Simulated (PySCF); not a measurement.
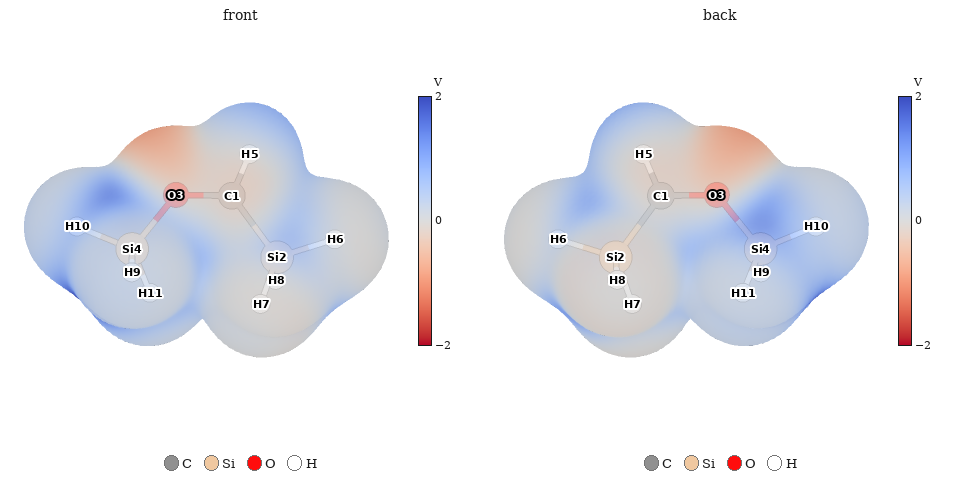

CH7OSi2 (SMILES [SiH3][CH]O[SiH3]) (doublet). The electrostatic potential painted on the density surface at 0.002 e/bohr³, seen from the front and from behind; red is negative and blue positive.

Geometry: PBE0-D3(BJ)/def2-SVP.

Level of theory: UKS B3LYP, IGLO-III on C O Si, pcH-1 on H, non-relativistic, mean-field spin-orbit, GIAO in PySCF.

```xyz
11

C    -0.1265   -0.7439   -0.9564
Si    0.0469   -1.5412    0.7154
O    -0.2886    0.5747   -1.2029
Si    0.0048    1.8637   -0.1615
H    -0.1925   -1.3458   -1.8711
H     0.3664   -2.9793    0.4741
H     1.1461   -0.9027    1.5117
H    -1.1932   -1.4501    1.5554
H     1.4717    2.0307    0.0544
H    -0.5696    3.0560   -0.8346
H    -0.6686    1.6116    1.1485
```

**Describe the electrostatic potential map.**

The most negative region (about −0.8 V) lies over O3, the most positive (about +1.9 V) over Si4.
